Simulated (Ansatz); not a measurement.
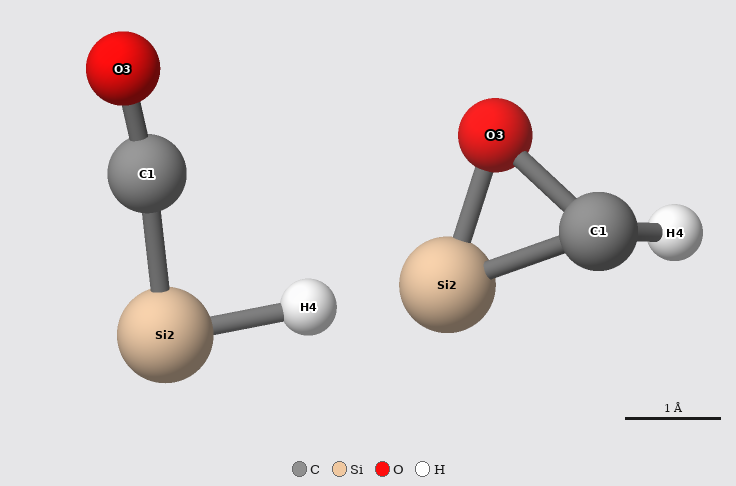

Two geometries of CHOSi (charge −1), drawn at one scale. One is the start of a relaxation, the other its converged end. A ball-and-stick model, seen face on.

These are results of UKS B3LYP/def2-SVP in Ansatz, not measurements. (collinear spin; force threshold 0.02 eV/Å; at most 50 steps)

Which of the two is the end point?

The left one is the relaxed one. The run prepares an end point of a later path (hydrogen shift) calculation, from a guessed geometry. C1 moves most after the best rigid fit: 1.11 Å. Largest moves by element: C 1.11 Å, Si 1.05 Å, O 0.92 Å, H 0.81 Å. Near-neighbour distances that change, for instance: Si2–O3 1.663 → 2.968 Å, C1–H4 1.156 → 2.314 Å, Si2–H4 2.454 → 1.547 Å, C1–O3 1.585 → 1.189 Å. New bonds form: Si2–H4 (2.45 → 1.55 Å). Bonds break: C1–H4 (1.16 → 2.31 Å), Si2–O3 (1.66 → 2.97 Å). Bond angles that change, for instance: Si2–C1–O3 57.5° → 173.8°. Over 43 accepted moves (46 points after the start) the energy falls by 53.5 kcal/mol. Largest force component: 0.96 eV/Å at the start, 0.0067 eV/Å at the end. The line search rejected the trial steps at points 12, 19, 28 of the run.

Limits of the set-up: the basis has no diffuse functions, which an anion needs.
